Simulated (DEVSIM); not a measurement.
Structure: abrupt In0.53Ga0.47As n-p junction, at 300 K.

| layer (left to right) | material | thickness (μm) | Nd (cm⁻³) | Na (cm⁻³) | τn (s) | τp (s) |
|---|---|---|---|---|---|---|
| 1 | In0.53Ga0.47As | 9.00 | 1.6e16 | - | 4.7e-10 | 4.7e-10 |
| 2 | In0.53Ga0.47As | 220 | - | 4.2e15 | 4.7e-10 | 4.7e-10 |

Left contact: ohmic. Right contact: ohmic. Voltage is applied to the left contact. Recombination: SRH at mid-gap, Auger. Mobility is μmin + (μ − μmin)/(1 + (N/Nref)^α).

Constants are typed, rounded textbook-type inputs, not results; the design itself was drawn at random and stands for no fabricated device. Values at 300 K.

```tsv
parameter	In0.53Ga0.47As
gap (eV)	0.74
affinity (eV)	4.51
permittivity	13.9
Nc (cm⁻³)	2.1e17
Nv (cm⁻³)	7.7e18
μn (cm²/Vs)	12000
μp (cm²/Vs)	300
μn,min	300
μp,min	10
Nref,n	1.3e17
Nref,p	4.9e17
αn	0.48
αp	0.4
Cn (cm⁶/s)	5e-29
Cp (cm⁶/s)	5e-29
```

Model (solved in DEVSIM): 1D drift-diffusion, Boltzmann statistics, complete ionisation; no tunnelling, impact ionisation, image-force lowering or self-heating.

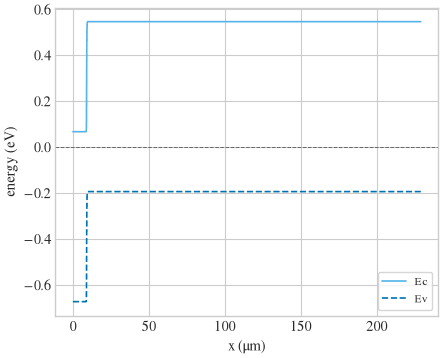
Fig. 1. Band edges at zero bias

Energies count from the Fermi level of the right contact; mesh points crowd at the junctions.

```
x (μm)   Ec (eV)  Ev (eV)  n (cm⁻³)  p (cm⁻³)  field (V/cm)
-------  -------  -------  --------  --------  ------------
0.000      0.067   -0.673    1.6e16     3.7e7           ≈ 0
0.05420    0.067   -0.673    1.6e16     3.7e7           ≈ 0
0.2301     0.067   -0.673    1.6e16     3.7e7           ≈ 0
0.8354     0.067   -0.673    1.6e16     3.7e7           ≈ 0
4.163      0.067   -0.673    1.6e16     3.7e7           ≈ 0
7.512      0.067   -0.673    1.6e16     3.7e7           ≈ 0
8.558      0.067   -0.673    1.6e16     3.7e7           ≈ 0
8.928      0.093   -0.647    5.7e15     1.0e8          6400
8.995      0.172   -0.568    2.7e14     2.2e9         18000
9.040      0.255   -0.485    1.1e13    5.4e10         17000
9.194      0.452   -0.288     5.4e9    1.1e14          8700
10.04      0.546   -0.194     1.4e8    4.2e15           ≈ 0
12.46      0.546   -0.194     1.4e8    4.2e15           ≈ 0
20.37      0.546   -0.194     1.4e8    4.2e15           ≈ 0
64.95      0.546   -0.194     1.4e8    4.2e15           ≈ 0
161.6      0.546   -0.194     1.4e8    4.2e15           ≈ 0
208.4      0.546   -0.194     1.4e8    4.2e15           ≈ 0
223.0      0.546   -0.194     1.4e8    4.2e15           ≈ 0
227.8      0.546   -0.194     1.4e8    4.2e15           ≈ 0
228.7      0.546   -0.194     1.4e8    4.2e15           ≈ 0
228.9      0.546   -0.194     1.4e8    4.2e15           ≈ 0
229.0      0.546   -0.194     1.4e8    4.2e15           ≈ 0
```
